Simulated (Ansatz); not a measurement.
**One shape, several levels: [HO2]− (hydroperoxide(1-))**

Aim: a comparison of 6 runs (B3LYP/6-31G*, B2PLYP/def2-TZVPPD, BLYP/def2-TZVPPD, PBE/def2-TZVPPD, r2SCAN0/def2-TZVPPD, revPBE/def2-TZVPPD) of [HO2]− (hydroperoxide(1-)). 

The calculation is run with Ansatz 0.2.0.

2 further runs of the same task are left out: 2 set aside as unsound or not needed.

**1. The structure to begin with**

[HO2]−: 3 atoms, total charge -1, spin state singlet. SMILES: `[O-]O`. The O1–O2 distance was set to 1.923 Å, away from the relaxed value. At this shape a bond of the SMILES string is far longer than usual.

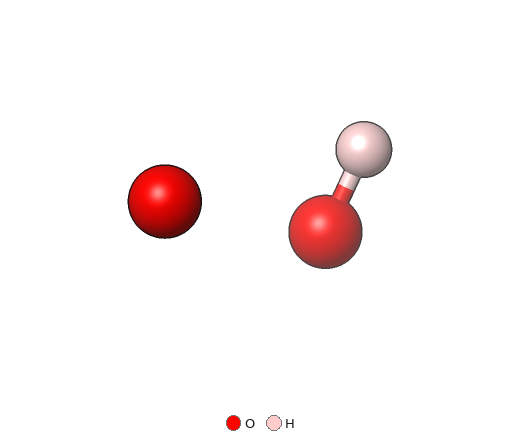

Viewed from a chosen angle; oxygen red, hydrogen pink.

**2. A single-point energy at B3LYP/6-31G(d) (spherical functions) (run 1)**

Input file run.yaml:

```yaml
crystal:
  periodic: [false, false, false]
  atoms:
    - {symbol: O, position_ang: [-0.392411, 1.467044, -0.050853]}
    - {symbol: O, position_ang: [-0.242260, -0.445880, -0.180750]}
    - {symbol: H, position_ang: [0.600030, -0.579720, 0.261570]}
basis:
  gaussian: {orbitals: 6-31G_st_-spherical.json}
accuracy: high
hamiltonian: {xc: {name: B3LYP}}
output: {orbitals: {seedname: orbitals}}
total_charge: -1
```

The basis set 6-31G* is read from a file made from the Basis Set Exchange's data (not shown).

Run with:

```sh
$ ansatz run run.yaml --threads 1 --pin off --max-ram 3480MiB --events-out events.jsonl --progress --plain --runs-dir runs
```

The program printed:

```text
Warning: RAYON_NUM_THREADS=1 ignored (pool sized by the plan → 1); use --threads N
Functional definition: B3LYP
  name "B3LYP"
  parameter a0 = 0.2
  parameter ax = 0.72
  parameter ac = 0.81
  exchange = (1 - a0 - ax)*slater_x + ax*b88_x + a0*exact_x
  correlation = (1 - ac)*vwn_rpa_c + ac*lyp_c
527 factors; integrals over basis functions are off by at most 5.7e-9 eV
mean field evaluation 1: about -4104.1433 eV, gradient 1.7e1 eV
mean field evaluation 2: about -4101.4762 eV, gradient 4.0e1 eV
mean field evaluation 4: about -4104.8683 eV, gradient 1.5e0 eV
mean field evaluation 8: about -4104.8732 eV, gradient 8.0e-3 eV
mean field evaluation 16: about -4104.8732 eV, gradient 1.5e-7 eV
mean field -4104.87315884 eV, -150.8513062044 hartree, gradient 3.7e-8 eV, S^2 0.000000; 0 other end points of the search recorded, 0 dependent functions left out
reference -4104.87317714 eV, -150.8513068769 hartree; 9, 9 occupied and 21, 21 virtual orbitals, 527 factors
Total energy: -4104.87317714 eV, -150.8513068769 hartree
```

Run time: 0.66 s. Hardware: 1 thread of Arm Neoverse V2, shared host.

**3. A single-point energy at B2PLYP/def2-TZVPPD (run 2)**

Input file job.yaml:

```yaml
crystal:
  periodic: [false, false, false]
  atoms:
    - {symbol: O, position_ang: [-0.392411, 1.467044, -0.050853]}
    - {symbol: O, position_ang: [-0.242260, -0.445880, -0.180750]}
    - {symbol: H, position_ang: [0.600030, -0.579720, 0.261570]}
basis:
  gaussian:
    orbitals: def2-TZVPPD.json
total_charge: -1
hamiltonian:
  xc: {name: B2PLYP}
correlation:
  frozen_orbitals: {H: 0, O: 1}
accuracy: high
output:
  orbitals: {seedname: orbitals}
```

The basis set def2-TZVPPD is read from a file made from the Basis Set Exchange's data (not shown).

Run with:

```sh
$ ansatz run job.yaml --threads 1 --pin off --max-ram 3480MiB --events-out events.jsonl --progress --plain --runs-dir runs
```

The program printed:

```text
Warning: RAYON_NUM_THREADS=1 ignored (pool sized by the plan → 1); use --threads N
Functional definition: B2PLYP
  name "B2PLYP"
  parameter a = 0.53
  parameter c = 0.27
  exchange = (1 - a)*b88_x + a*exact_x
  correlation = (1 - c)*lyp_c + c*(mp2_os + mp2_ss)
1442 factors; integrals over basis functions are off by at most 3.9e-9 eV
mean field evaluation 1: about -4099.8735 eV, gradient 2.2e1 eV
mean field evaluation 2: about -4099.8763 eV, gradient 2.2e1 eV
mean field evaluation 4: about -4100.8504 eV, gradient 7.8e0 eV
mean field evaluation 8: about -4100.9655 eV, gradient 1.4e-1 eV
mean field evaluation 16: about -4100.9657 eV, gradient 9.8e-5 eV
mean field -4100.96569546 eV, -150.7077095739 hartree, gradient 2.5e-8 eV, S^2 0.000000; 0 other end points of the search recorded, 0 dependent functions left out; unrestricted orbitals would lower it
2 core orbitals not correlated: weight in the atoms' cores, before any rotation towards them, 1.000 or more for the frozen orbitals, at most 0.000 for the correlated occupied ones
reference -4100.96571359 eV, -150.7077102399 hartree; 7, 7 occupied and 88, 88 virtual orbitals, 1442 factors
second order -17.76729354 eV of doubles, -0.00000000 eV of singles
Total energy: -4105.76288284 eV, -150.8840029584 hartree
```

Run time: 3.3 s. Hardware: 1 thread of Arm Neoverse V2, shared host; peak memory 0.19 GiB.

Runs 3 to 5 aren't shown in full; the table further down has their settings and results.

**4. The energy at revPBE/def2-TZVPPD (run 6)**

Input file job.yaml:

```yaml
crystal:
  periodic: [false, false, false]
  atoms:
    - {symbol: O, position_ang: [-0.392411, 1.467044, -0.050853]}
    - {symbol: O, position_ang: [-0.242260, -0.445880, -0.180750]}
    - {symbol: H, position_ang: [0.600030, -0.579720, 0.261570]}
basis:
  gaussian: {orbitals: def2-TZVPPD.json}
total_charge: -1
magnetization: {spin_polarized: false}
hamiltonian: {xc: {name: revPBE}}
accuracy: high
output: {orbitals: {seedname: orbitals}}
```

The basis set def2-TZVPPD is read from a file made from the Basis Set Exchange's data (not shown).

Run with:

```sh
$ ansatz run job.yaml --threads 1 --pin off --max-ram 3480MiB --events-out events.jsonl --progress --plain --runs-dir runs
```

The program printed:

```text
Warning: RAYON_NUM_THREADS=1 ignored (pool sized by the plan → 1); use --threads N
Functional definition: revPBE
  name "revPBE"
  parameter kappa = 1.245
  parameter beta = 0.06672455060314922
  exchange = pbe_x(kappa = kappa, mu = beta*pi^2/3)
  correlation = pbe_c(beta = beta)
1442 factors; integrals over basis functions are off by at most 3.9e-9 eV
mean field evaluation 1: about -4106.2303 eV, gradient 2.6e1 eV
mean field evaluation 2: about -4103.8259 eV, gradient 4.5e1 eV
mean field evaluation 4: about -4107.0283 eV, gradient 1.4e1 eV
mean field evaluation 8: about -4107.4320 eV, gradient 2.0e-2 eV
mean field evaluation 16: about -4107.4320 eV, gradient 4.5e-6 eV
mean field evaluation 32: about -4107.4320 eV, gradient 1.5e-8 eV
mean field -4107.43200305 eV, -150.9453419948 hartree, gradient 7.7e-9 eV, S^2 0.000000; 4 other end points of the search recorded, 0 dependent functions left out
reference -4107.43200642 eV, -150.9453421185 hartree; 9, 9 occupied and 88, 88 virtual orbitals, 1442 factors
Total energy: -4107.43200642 eV, -150.9453421185 hartree
```

It took 3.9 s on 1 thread of Arm Neoverse V2, shared host; peak memory 0.17 GiB.

**5. All runs side by side**

| run | level | frozen core orbitals | energy (Eh) | HOMO energy (eV) | LUMO energy (eV) | HOMO–LUMO gap (eV) | wall time |
| --- | --- | --- | --- | --- | --- | --- | --- |
| 1 | B3LYP/6-31G* (spherical functions) | – | -150.851307 | 2.12 | 5.82 | 3.70 | 0.66 s |
| 2 | B2PLYP/def2-TZVPPD | 2 | -150.884003 | -2.22 | 4.99 | 7.20 | 3.3 s |
| 3 | BLYP/def2-TZVPPD | – | -150.982091 | 1.49 | 2.37 | 0.88 | 3.6 s |
| 4 | PBE/def2-TZVPPD | – | -150.833869 | 1.50 | 2.31 | 0.81 | 3.6 s |
| 5 | r2SCAN0/def2-TZVPPD | – | -150.858078 | -0.54 | 3.92 | 4.46 | 4.2 s |
| 6 | revPBE/def2-TZVPPD | – | -150.945342 | 1.56 | 2.41 | 0.85 | 3.9 s |

**6. Summary of results**

```
                                                    quantity          value
                                         run 6: total energy  -150.94534 Eh
                                          run 6: HOMO energy        1.56 eV
                                          run 6: LUMO energy        2.41 eV
run 6: HOMO–LUMO gap (to an unbound level, set by the basis)        0.85 eV
```

**Reading.** The HOMO–LUMO gap runs from 0.81 eV (PBE/def2-TZVPPD) to 7.20 eV (B2PLYP/def2-TZVPPD). The empty levels of an anion lie above zero and hang on the basis. A double hybrid's value is that of its SCF part. Totals of different functionals can't be ranked against each other. In runs 1, 3, 4, 6 the HOMO lies above zero, so the outermost electron may be held by the basis alone. In run 2 the log says that unrestricted orbitals would lower the reference, so the values rest on an unstable closed-shell determinant (other closed-shell runs at this shape may share the fault). All runs together took 19 s, the longest 4.2 s.
